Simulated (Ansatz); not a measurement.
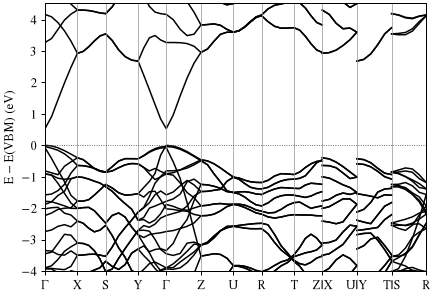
Figure: Band structure from plane-wave PAW r²SCAN (Ansatz code)

Task: Read off the gap and where the band edges lie.

Result: About 0.5 eV (0.53 eV by a search for the band edges); maximum at Γ, minimum at Γ.

Task: Which compound is it?
A. ZnSnN2, Pna2_1 (Zn on 4a, Sn on 4a, N on 4a, N on 4a)
B. MnO2, Pnma (Mn on 4c, O on 4c, O on 4c)
C. Sb2Se3, Pnma (Pearson symbol oP20)

Result: A, ZnSnN2, Pna2_1 (Zn on 4a, Sn on 4a, N on 4a, N on 4a)

The cell was relaxed with r²SCAN under the symmetry of its start. Spin–orbit coupling is left out wherever it is not named.

Potentials: the later of the program's two PAW sets.
